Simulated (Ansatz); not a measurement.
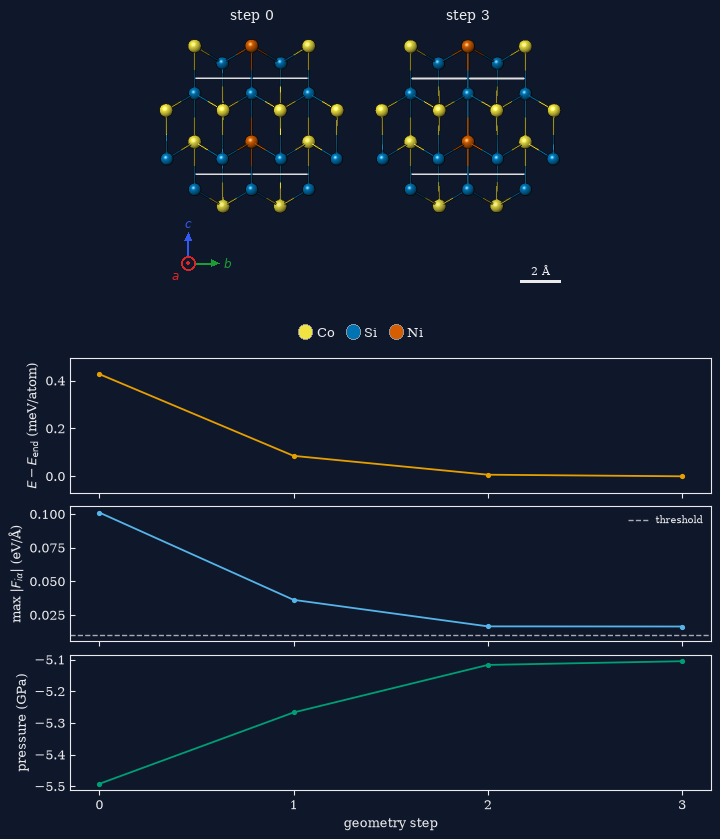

First and last geometry of a relaxation of crystalline Co3Si4Ni (a generated structure, set up in Pmm2), with the history of the run. A ball-and-stick model of the cell of the calculation, seen along the a axis.

The calculation used DFT PBE, scalar-relativistic, plane waves, PAW in Ansatz 0.2.0.

The input:
```yaml
crystal:
  lattice:
    - [3.3933689296, 0.0, 0.0]
    - [0.0, 5.7324960564, 0.0]
    - [0.0, 0.0, 4.8173587609]
  atoms:
    - { symbol: Co, position: [0.5, 0.2497469027, 0.6649918441], spin: 0.41 }
    - { symbol: Co, position: [0.5, 0.7502530973, 0.6649918441], spin: 0.41 }
    - { symbol: Co, position: [0.0, 0.0, 0.3356936867], spin: -0.31 }
    - { symbol: Si, position: [0.5, 0.2436723219, 0.1583001535] }
    - { symbol: Si, position: [0.5, 0.7563276781, 0.1583001535] }
    - { symbol: Si, position: [0.0, 0.0, 0.8405460072] }
    - { symbol: Si, position: [0.0, 0.5, 0.83975859] }
    - { symbol: Ni, position: [0.0, 0.5, 0.3374177211], spin: -0.11 }
basis:
  ecutwfc: 420
kpoints:
  mp_grid: { grid: [12, 8, 8] }
hamiltonian:
  xc: pbe
scf:
  occupations: { method: gaussian, width: 0.1 }
output:
  forces: true
  stress: true
  eigenvalues: true
  populations: true
magnetization:
  spin_polarized: true
relax:
  adjacent_minimum: "off"
  f_tol: 0.01
  max_steps: 30
  cell: { stress_tol: 0.1, fix: [volume] }
```

Command:
```bash
ansatz run input.yaml --threads 4 --pin off --max-ram 8192MiB --backend cpu --events-out ev --progress --plain --runs-dir out
```

**Did the run converge, and what did it change?**

The run was cut off at its time limit before the relaxation converged, so the last structure is only a point on the way. The atom that moves furthest relative to the cell is Ni8 (0.007 Å along −c). By element the largest moves are Ni 0.007 Å, Co 0.005 Å, Si 0.004 Å. The drawn cell changes at constant volume: a 3.393 → 3.381 Å (−0.4 %), b 5.732 → 5.768 Å (+0.6 %), c 4.817 → 4.805 Å (−0.3 %). Among the contacts that change: Si7–Ni8 2.397 → 2.386 Å, Co3–Si6 2.385 → 2.377 Å, Co1–Si4 2.377 → 2.368 Å, Co3–Si4 2.358 → 2.354 Å. The space group stays Pmm2 (No. 25). The energy falls by 0.4 meV per atom in 3 geometry steps. Largest force component: 0.1 eV/Å at the start, 0.016 eV/Å at the end. Pressure: −5.49 GPa at the start and −5.11 GPa at the end.
